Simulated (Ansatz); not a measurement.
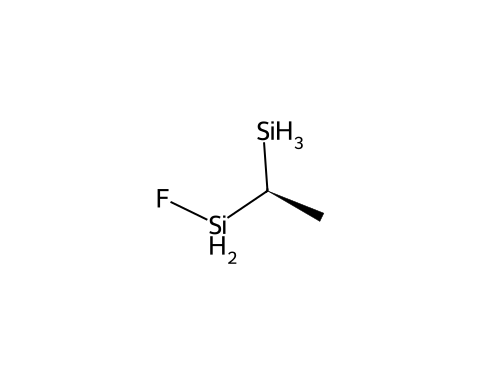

The picture comes from a calculation with Ansatz.

2D structure.

Write the SMILES.

Answer. C[C@H]([SiH3])[SiH2]F

What is the molecular formula?

Answer. C2H9FSi2.

An optimisation with PBE0-D4/def2-TZVP gave a structure of which point group?

Answer. C1.
